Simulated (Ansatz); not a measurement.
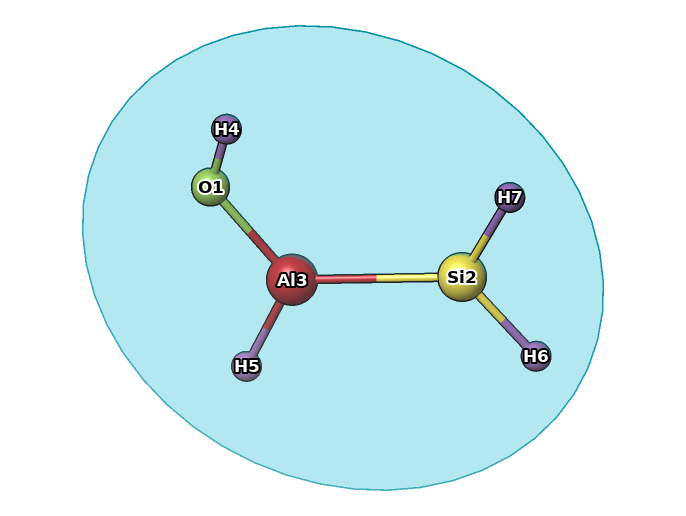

A disc through the centre of mass is drawn in. Depth is shown by fading: the farther an atom, the more it takes the colour of the background. The species is neutral and a spin doublet. The geometry was computed by an optimisation with PBE-D4/def2-SVP. No frequency run is at hand to confirm it as a minimum.

Q: Is the plane of the disc a mirror plane of the structure?

A: Yes. The reflection leaves O1, Si2, Al3, H4, H5, H6, H7 in place. The point group is Cs.
